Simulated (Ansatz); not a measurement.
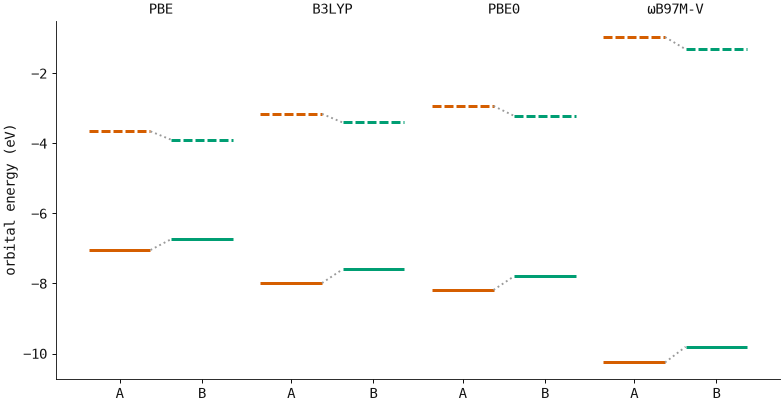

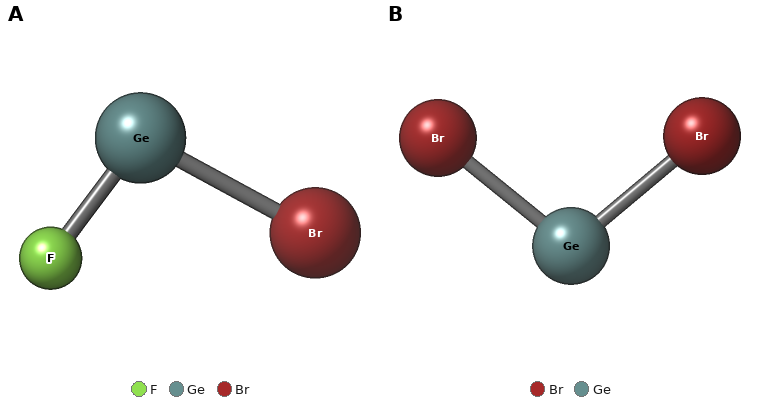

One change: A, GeBrF (SMILES [F][Ge][Br]), becomes B, GeBr₂ (SMILES [Br][Ge][Br]). F on Ge is replaced by Br. HOMO (solid) and LUMO (dashed) computed in def2-TZVPP at PBE0-D4/def2-TZVP geometries, both minima by their frequencies, gas phase, the Ansatz code.

Q: What does the change do to HOMO and LUMO?

A: PBE: the HOMO rises by 0.31 eV, the LUMO falls by 0.24 eV, and the separation goes from 3.39 to 2.84 eV. B3LYP: the HOMO rises by 0.39 eV, the LUMO falls by 0.25 eV, and the separation goes from 4.83 to 4.19 eV. PBE0: the HOMO rises by 0.39 eV, the LUMO falls by 0.28 eV, and the separation goes from 5.25 to 4.58 eV. ωB97M-V: the HOMO rises by 0.45 eV, the LUMO falls by 0.35 eV, and the separation goes from 9.29 to 8.49 eV.

Q: Do the functionals agree on the effect?

A: They agree on the direction for both levels; the HOMO shift lies between 0.31 and 0.45 eV and the LUMO shift between −0.35 and −0.24 eV, while the separations themselves differ by up to 5.9 eV between functionals.
